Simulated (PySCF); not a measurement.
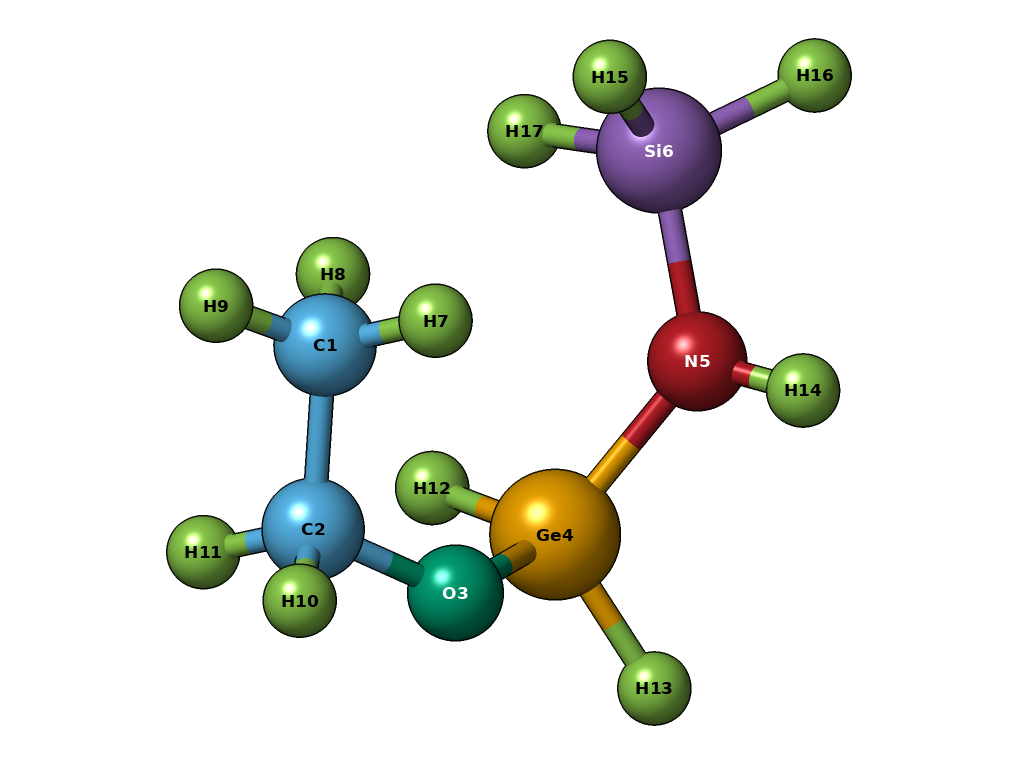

Every bond is drawn as one stick. The geometry was computed by an optimisation with GFN2-xTB. No frequency run is at hand to confirm it as a minimum. Computed with PBE0/pcSseg-1 (PySCF 2.14.0).

### Which bond between heavy atoms has the highest Mayer bond order?

C1–C2, 1.06, at a length of 1.521 Å.

List the Mayer bond orders of C1–C2, C2–O3, O3–Ge4, Ge4–N5, N5–Si6 (bonds between heavy atoms, one of each equivalent set).

| bond | Mayer order | length (Å) |
| --- | --- | --- |
| C1–C2 | 1.06 | 1.521 |
| C2–O3 | 0.91 | 1.409 |
| O3–Ge4 | 0.83 | 1.751 |
| Ge4–N5 | 0.87 | 1.816 |
| N5–Si6 | 0.97 | 1.730 |

The geometry is semi-empirical. Around Ge, Si such bond lengths and angles can be off by a tenth of an ångström or more and by several degrees, and values that hang on the shape move with them.
